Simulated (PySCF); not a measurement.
# Run report: SiHOF2, EPR calculation

The run: EPR calculation of SiHOF2, multiplicity 2, SMILES O[Si](F)F. Method and program: UKS B3LYP, IGLO-III on F O Si, pcH-1 on H, non-relativistic, mean-field spin-orbit, GIAO (PySCF 2.14.0).

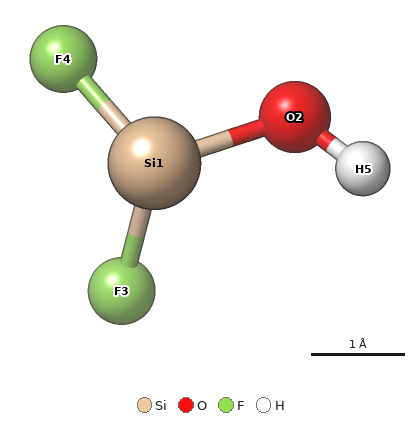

**Figure 1.** The structure as given in the input (ball-and-stick view, seen on its broad side; atoms are numbered from 1 in the order of the input).

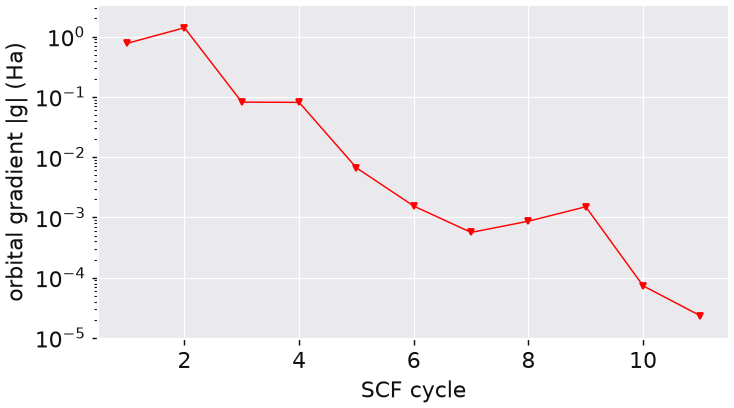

**Figure 2.** Convergence of the self-consistent field: orbital gradient |g| against the SCF cycle. All cycles printed in the log are drawn one after another.

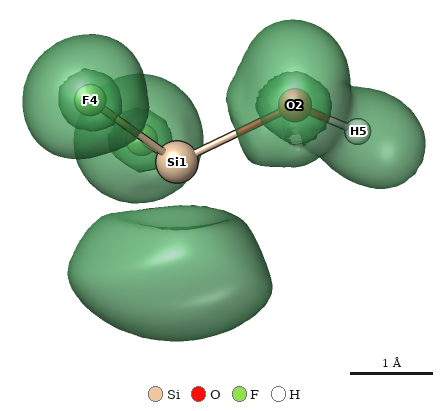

**Figure 3.** Isosurface of the ELF at 0.75 (green), seen from the side. Core shells and regions of very low density are left out. Values along the shortest contacts: Si–F (1.61 Å): the ELF peaks at about 0.85 between the atoms. Si–O (1.65 Å): the ELF peaks at about 0.90 between the atoms (a shared but strongly polarised pair).

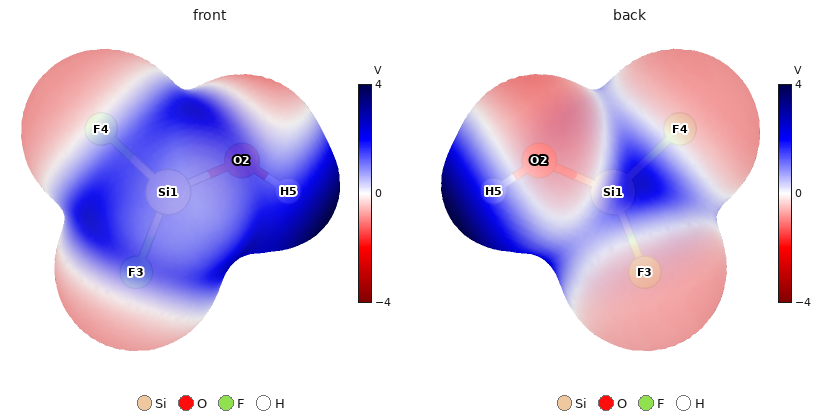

**Figure 4.** The molecular electrostatic potential painted on the density surface at 0.004 e/bohr³, seen at a tilt and from behind; red is negative and blue positive.

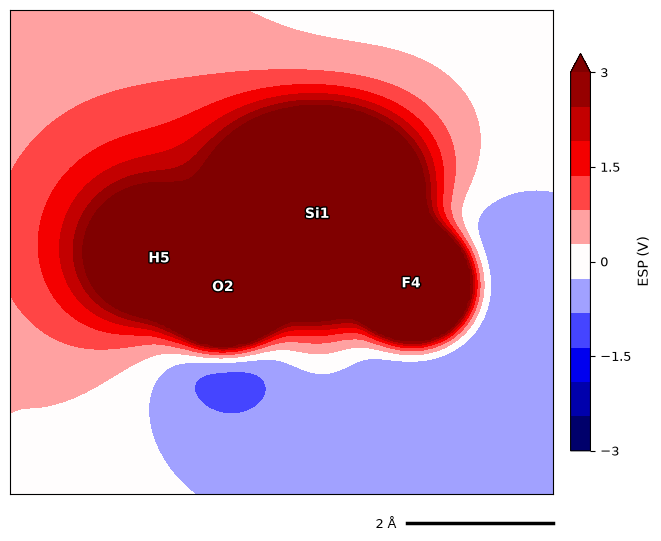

**Figure 5.** Molecular electrostatic potential on the plane of atoms O2, Si1 and F4. The section cuts through Si, O, F and H sites.

The input that produced these results follows, with the program's output.

Input
```
{"job": {"kind": "epr"}, "charge": 0, "multiplicity": 2}
Si    -0.450397     0.122673     0.374295
O      1.144293     0.020212    -0.018202
F     -1.313795    -0.979535    -0.438069
F     -0.930827     1.571293    -0.141839
H      1.611719    -0.790488     0.207234
```

The first line tells a small driver script what to run in PySCF; the rest is the geometry in Å.

Launched with:
```bash
OMP_NUM_THREADS=1 python <driver script> task.json out
```

What the program printed
```
UKS, coarse grid
  cycle   1  E = -565.10078097  |g| = 7.71e-01
  cycle   2  E = -564.63761796  |g| = 1.40e+00
  cycle   3  E = -565.29238316  |g| = 8.17e-02
  cycle   4  E = -565.29308850  |g| = 8.09e-02
  cycle   5  E = -565.29507544  |g| = 6.64e-03
  cycle   6  E = -565.29509390  |g| = 1.54e-03
  cycle   7  E = -565.29509437  |g| = 5.63e-04
UKS, final grid
  cycle   1  E = -565.29504198  |g| = 8.65e-04
  cycle   2  E = -565.29504155  |g| = 1.50e-03
  cycle   3  E = -565.29504220  |g| = 7.33e-05
  cycle   4  E = -565.29504220  |g| = 2.33e-05
E = -565.29504220 Eh   <S^2> = 0.7513 (exact 0.7500)
g shifts (ppm)      1          2          3
  rmc          -224       -224       -224
  gc            114        110         52
  oz_so       -2315      -1639       -397
  total       -2425      -1752       -569
hyperfine (MHz)  atom isotope    a_iso     a_fc   dipolar eigenvalues
    0  29Si   -1260.48   -1261.51   -111.09     55.04     56.06
    1   17O     -42.19     -42.18    -37.75     18.30     19.45
    2   19F     372.39     371.42   -136.33   -129.53    265.86
    3   19F     332.72     331.97   -124.95   -119.35    244.30
    4    1H      -8.44      -8.46    -11.33     -3.82     15.15
```

Key numbers

```csv
quantity,value
outcome,converged
total energy,−565.295042 hartree
⟨S²⟩,0.751
isotropic g,2.0007
hardware,"1 CPU thread, shared host"
wall time,22 s
peak memory,0.48 GiB
```
